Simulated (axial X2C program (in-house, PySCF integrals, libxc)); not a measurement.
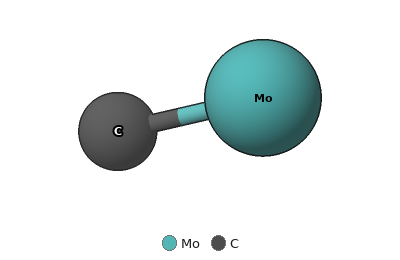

The molecule at the reference distance of 1.686 Å.

**Relativistic diatomic calculation, with input and output: MoC⁻**

- system: MoC⁻, single determinant with Ω = 3/2.
- method: PBE0, two-component X2C with atomic mean-field Coulomb and Gaunt terms, Mo dyall-acv3z, C dyall-av3z (cores contracted) (axial X2C program (in-house, PySCF integrals, libxc))

### Input file
```
{"zs": [42, 6], "q": -1, "bas": ["dyall-acv3z", "dyall-av3z"], "levels": ["PBE0", "HF", "PBE50"], "cc": true, "r0": 1.88, "thr": -1.0, "nmax": 90, "npts": 10, "nst": 2, "ntry": 6}
```

The line is the task of a batch: nuclear charges, charge, bases, the levels to run, a first guess of the distance and further settings. This report covers PBE0 with spin-orbit coupling. The log is that of the reference distance 1.686 Å, started from orbitals converged before.

Launched within a batch (the task file carries these settings):
```bash
python <driver script> task.json out
```

### Log
```
two-component X2C + atomic mean field  PBE0
basis functions 221  fitting functions 1031  grid points 5076
iter        total energy     max residual
   1      -4084.531787165     3.53e-05
   2      -4084.531787170     1.01e-05
converged
one-electron -5799.65526395  Coulomb 1767.85421014  exact exchange -31.93152906  xc functional -97.99310280  nuclear repulsion 79.09410270  atomic mean-field constant -1.90020420
```

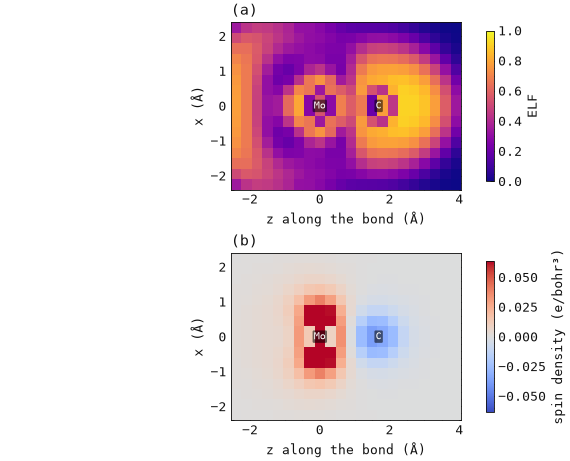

(a) electron localisation function; (b) spin density, in a plane that holds the axis, at 1.69 Å, on points 0.3 Å apart (one half computed, the other mirrored); the structure near the nuclei is finer than these points.

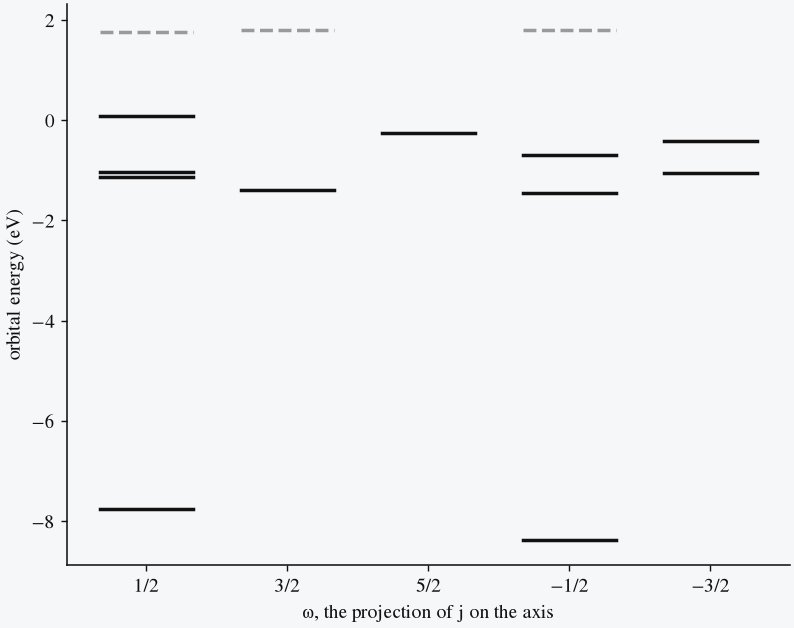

Orbital energies near the frontier at 1.69 Å, filled (solid) and empty (dashed). The highest filled spinor (1/2; 44 % Mo s, 27 % Mo p) lies at 0.08 eV, the lowest empty one (1/2; 88 % Mo p, 10 % Mo s) at 1.77 eV. A filled level above zero is held only by the finite basis .

### What the run reported

```
   quantity                                                                  value
    outcome                            not converged in a step after the SCF shown
   hardware  1 thread of AMD EPYC (Zen 3), 24 GiB of memory available, shared host
  wall time                                                                   14 s
peak memory                                                               0.74 GiB
```

### Diagnosis

The SCF whose log is shown converged, but a later step did not. The run therefore gave no full result.
